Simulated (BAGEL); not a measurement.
# C5H6S (SMILES Cc1cccs1) at HF/def2-SVP (density fitting with cc-pvqz-jkfit)

What is the energy change on altering one bond length of C5H6S at HF/def2-SVP (density fitting with cc-pvqz-jkfit)? 

The calculation is run with BAGEL 1.2.2.

2 further runs of the same task are left out: 1 that didn't finish, 1 set aside as unsound or not needed.

### 1 The system as given

The species is C5H6S (12 atoms), meant as a singlet with charge 0. SMILES: `Cc1cccs1`. The shape is that of a PBE0-D4/def2-TZVP optimisation.

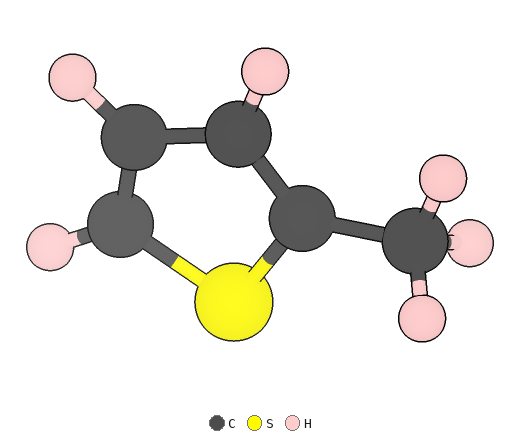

The structure, seen from a chosen angle (carbon dark grey, sulfur yellow, hydrogen pink).

### 2 A single-point energy at HF/def2-SVP (density fitting with cc-pvqz-jkfit)

Input file calc.json:

```json
{ "bagel": [

{
  "title": "molecule",
  "basis": "svp",
  "df_basis": "cc-pvqz-jkfit",
  "angstrom": "true",
  "geometry": [
    { "atom": "C", "xyz": [   -0.180060,   -0.623760,    1.893480 ] },
    { "atom": "C", "xyz": [   -0.144840,   -0.085780,    0.505450 ] },
    { "atom": "C", "xyz": [    0.722890,   -0.397700,   -0.500900 ] },
    { "atom": "C", "xyz": [    0.467610,    0.306850,   -1.704690 ] },
    { "atom": "C", "xyz": [   -0.595740,    1.149550,   -1.598120 ] },
    { "atom": "S", "xyz": [   -1.281630,    1.082870,   -0.035230 ] },
    { "atom": "H", "xyz": [    0.624580,   -1.348270,    2.027280 ] },
    { "atom": "H", "xyz": [   -1.125310,   -1.127980,    2.110720 ] },
    { "atom": "H", "xyz": [   -0.049070,    0.164840,    2.639060 ] },
    { "atom": "H", "xyz": [    1.524390,   -1.115690,   -0.378620 ] },
    { "atom": "H", "xyz": [    1.049440,    0.191650,   -2.609650 ] },
    { "atom": "H", "xyz": [   -1.012270,    1.803430,   -2.348790 ] }
  ]
},
{
  "title": "hf"
},
{
  "title": "print",
  "file": "orbitals.molden",
  "orbitals": "true"
}

]}
```

Started as:

```sh
BAGEL_NUM_THREADS=1 BAGEL calc.json > calc.out
```

Log:

```text
* using 1 threads per process

  ===============================================================
  ===============================================================

  *** Geometry ***

  { "atom" : "C", "xyz" : [     -0.340264,     -1.178736,      3.578159 ] },
  { "atom" : "C", "xyz" : [     -0.273708,     -0.162101,      0.955162 ] },
  { "atom" : "C", "xyz" : [      1.366064,     -0.751544,     -0.946564 ] },
  { "atom" : "C", "xyz" : [      0.883655,      0.579862,     -3.221397 ] },
  { "atom" : "C", "xyz" : [     -1.125785,      2.172335,     -3.020009 ] },
  { "atom" : "S", "xyz" : [     -2.421930,      2.046328,     -0.066575 ] },
  { "atom" : "H", "xyz" : [      1.180285,     -2.547861,      3.831004 ] },
  { "atom" : "H", "xyz" : [     -2.126528,     -2.131573,      3.988683 ] },
  { "atom" : "H", "xyz" : [     -0.092729,      0.311502,      4.987101 ] },
  { "atom" : "H", "xyz" : [      2.880680,     -2.108349,     -0.715488 ] },
  { "atom" : "H", "xyz" : [      1.983154,      0.362166,     -4.931524 ] },
  { "atom" : "H", "xyz" : [     -1.912913,      3.407989,     -4.438570 ] },

  Number of auxiliary basis functions:      984

  Since a DF basis is specified, we compute 2- and 3-index integrals:
    o Being stored without compression. Storage requirement is 0.110 GB

  Number of basis functions:      118
  Number of electrons      :       52

    * METHOD: MOLECULE                             1.44

  *** RHF ***

  === Nuclear Repulsion ===
   274.4562565719

      * DIIS with orbital gradients will be used.

  === RHF iteration (svp) ===
      0       -589.88691906          0.01241245           0.37
      1       -590.03385680          0.00680331           0.39
      2       -590.07503869          0.00154130           0.35
      3       -590.07837775          0.00051923           0.37
      4       -590.07867973          0.00011564           0.34
      5       -590.07872591          0.00005543           0.36
      6       -590.07873683          0.00002747           0.34
      7       -590.07873974          0.00000697           0.35
      8       -590.07873994          0.00000252           0.38
      9       -590.07873994          0.00000119           0.38
     10       -590.07873995          0.00000044           0.38
     11       -590.07873995          0.00000015           0.38
     12       -590.07873995          0.00000006           0.35
     13       -590.07873995          0.00000002           0.41
     14       -590.07873995          0.00000001           0.37
    * SCF iteration converged.

    * Permanent dipole moment:
           (   -0.202969,     0.196247,    -0.066143) a.u.

    * METHOD: HF                                   6.20

    * METHOD: PRINT                                0.03

  ===============================================================
```

It took 8.1 s on 1 thread of Arm Neoverse V1, shared host; peak memory 0.33 GiB.

### 3 The distorted shape at the same level

Input file job.json:

```json
{ "bagel": [

{
  "title": "molecule",
  "basis": "svp",
  "df_basis": "cc-pvqz-jkfit",
  "angstrom": "true",
  "geometry": [
    { "atom": "C", "xyz": [      -0.878242,      -0.485523,       2.979410 ] },
    { "atom": "C", "xyz": [      -0.843022,       0.052457,       1.591380 ] },
    { "atom": "C", "xyz": [       0.024708,      -0.259463,       0.585030 ] },
    { "atom": "C", "xyz": [      -0.230572,       0.445087,      -0.618760 ] },
    { "atom": "C", "xyz": [      -1.293922,       1.287787,      -0.512190 ] },
    { "atom": "S", "xyz": [      -1.979812,       1.221107,       1.050700 ] },
    { "atom": "H", "xyz": [      -0.073602,      -1.210033,       3.113210 ] },
    { "atom": "H", "xyz": [      -1.823492,      -0.989743,       3.196650 ] },
    { "atom": "H", "xyz": [      -0.747252,       0.303077,       3.724990 ] },
    { "atom": "H", "xyz": [       0.826208,      -0.977453,       0.707310 ] },
    { "atom": "H", "xyz": [       1.049440,       0.191650,      -2.609650 ] },
    { "atom": "H", "xyz": [      -1.710452,       1.941667,      -1.262860 ] }
  ]
},

{
  "title": "hf"
},

{
  "title": "print",
  "file": "orbitals.molden",
  "orbitals": "true"
}

]}
```

Started as:

```sh
BAGEL_NUM_THREADS=1 BAGEL job.json > job.out
```

Log:

```text
* using 1 threads per process

  ===============================================================
  ===============================================================

  *** Geometry ***

  { "atom" : "C", "xyz" : [     -1.659637,     -0.917505,      5.630269 ] },
  { "atom" : "C", "xyz" : [     -1.593081,      0.099129,      3.007272 ] },
  { "atom" : "C", "xyz" : [      0.046691,     -0.490314,      1.105546 ] },
  { "atom" : "C", "xyz" : [     -0.435718,      0.841093,     -1.169287 ] },
  { "atom" : "C", "xyz" : [     -2.445158,      2.433565,     -0.967899 ] },
  { "atom" : "S", "xyz" : [     -3.741302,      2.307558,      1.985535 ] },
  { "atom" : "H", "xyz" : [     -0.139088,     -2.286631,      5.883114 ] },
  { "atom" : "H", "xyz" : [     -3.445900,     -1.870343,      6.040793 ] },
  { "atom" : "H", "xyz" : [     -1.412102,      0.572733,      7.039211 ] },
  { "atom" : "H", "xyz" : [      1.561307,     -1.847118,      1.336622 ] },
  { "atom" : "H", "xyz" : [      1.983154,      0.362166,     -4.931524 ] },
  { "atom" : "H", "xyz" : [     -3.232286,      3.669219,     -2.386460 ] },

  Number of auxiliary basis functions:      984

  Since a DF basis is specified, we compute 2- and 3-index integrals:
    o Being stored without compression. Storage requirement is 0.110 GB

  Number of basis functions:      118
  Number of electrons      :       52

    * METHOD: MOLECULE                             1.38

  *** RHF ***

  === Nuclear Repulsion ===
   270.6650112664

      * DIIS with orbital gradients will be used.

  === RHF iteration (svp) ===
      0       -589.60571240          0.01318083           0.36
      1       -589.74427981          0.01059891           0.35
      2       -589.84823282          0.00199801           0.35
      3       -589.85395693          0.00090892           0.34
      4       -589.85495839          0.00020201           0.36
      5       -589.85506305          0.00010520           0.35
      6       -589.85509005          0.00004927           0.34
      7       -589.85510185          0.00001970           0.34
      8       -589.85510292          0.00000813           0.34
      9       -589.85510310          0.00000481           0.34
     10       -589.85510314          0.00000278           0.36
     11       -589.85510316          0.00000084           0.34
     12       -589.85510316          0.00000045           0.35
     13       -589.85510316          0.00000025           0.37
     14       -589.85510316          0.00000011           0.35
     15       -589.85510316          0.00000005           0.38
     16       -589.85510316          0.00000004           0.36
     17       -589.85510316          0.00000002           0.35
     18       -589.85510316          0.00000001           0.36
    * SCF iteration converged.

    * Permanent dipole moment:
           (    0.224977,     0.116290,    -0.743454) a.u.

    * METHOD: HF                                   7.38

    * METHOD: PRINT                                0.03

  ===============================================================
```

Run time: 9 s. Hardware: 1 thread of Arm Neoverse V1, shared host; peak memory 0.33 GiB.

### 4 Outcome

Level: HF/def2-SVP (density fitting with cc-pvqz-jkfit).

| quantity | value |
| --- | --- |
| first shape: total energy | -590.07874 Eh |
| first shape: dipole moment | 0.74 D |
| first shape: HOMO energy | -8.63 eV |
| first shape: LUMO energy | 3.50 eV |
| first shape: HOMO–LUMO gap | 12.13 eV |
| distorted shape: total energy | -589.85510 Eh |
| distorted shape: dipole moment | 2.00 D |
| distorted shape: HOMO energy | -9.11 eV |
| distorted shape: LUMO energy | 0.03 eV |
| distorted shape: HOMO–LUMO gap | 9.15 eV |
| energy change with the C4–H11 bond stretched from 1.082 to 2.380 Å | 6.085 eV |

What this shows: One bond (distorted shape) is far stretched, which a spin-restricted single reference describes badly; a broken-symmetry solution may lie lower. With the C4–H11 bond stretched from 1.082 to 2.380 Å the energy rises by 6.09 eV (587 kJ/mol). The first shape isn't relaxed at this level, so the change isn't measured from a minimum. A restricted reference can't describe the breaking bond well at this length.
